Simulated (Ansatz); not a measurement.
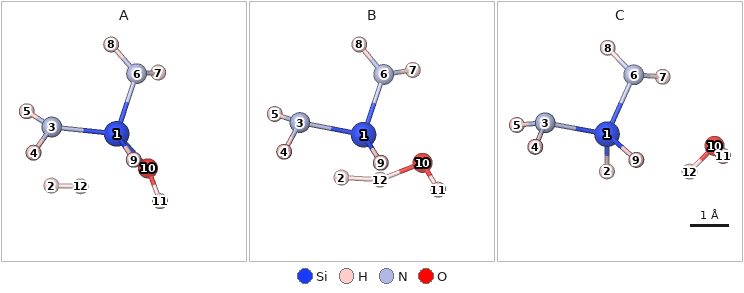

3 geometries from a converged minimum-energy path of SiN2H8O, made up at the start of SiN$_{2}$H$_{6}$ and H₂O, shuffled. Style: ball-and-stick. Shown at a tilt.

Computed with RKS revPBE-D4/cc-pVDZ (Ansatz). Run with 5 movable images; climbing image; force threshold 0.05 eV/Å; iteration limit 60; starting path through a guess of the saddle point.

> Which frame is the transition state?

B. In order along the path, whose images run from 0 to 6: C (image 0, 0.0 kJ/mol), B (image 2, +109.3 kJ/mol), A (image 4, −43.9 kJ/mol). Breaking: O10–H12 (0.98 → 1.28 at the top → 2.48 Å), Si1–H2 (1.53 → 1.89 at the top → 4.20 Å). Forming: H2–H12 (2.23 → 1.02 at the top → 0.77 Å), Si1–O10 (3.17 → 2.01 at the top → 1.72 Å).

Limits of the set-up: the start holds two separate molecules, 2.2 Å apart at their closest, whose relative position is a soft coordinate.
